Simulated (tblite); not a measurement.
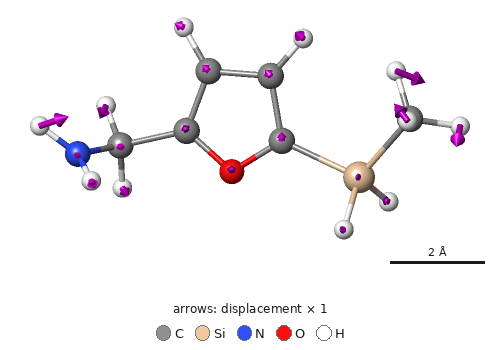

This is a relaxation of C$_{6}$H$_{11}$NOSi. The starting structure is drawn; purple arrows show the displacements, at their true length. The two geometries are superimposed by the best rigid fit.

A ball-and-stick model, seen at a tilt.

Computed with tblite, GFN2-xTB geometry optimisation, gas phase. 

Q: What happened in the run?

A: The largest move after the best rigid fit is that of an H atom, 0.75 Å. Largest moves by element: H 0.75 Å, C 0.19 Å, O 0.16 Å, N 0.11 Å, Si 0.10 Å. Near-neighbour distances that change, for instance: C–O 1.294 → 1.357 Å, C–N 1.403 → 1.459 Å, C–H 1.137 → 1.085 Å, C–Si 1.849 → 1.896 Å. Bond angles that change, for instance: H–N–H 119.5° → 107.6°, Si–C–C 123.8° → 133.9°, C–N–H 119.9° → 110.0°. Groups turn about C–Si by about 40°. The energy falls by 17.8 kcal/mol in 107 geometry steps.
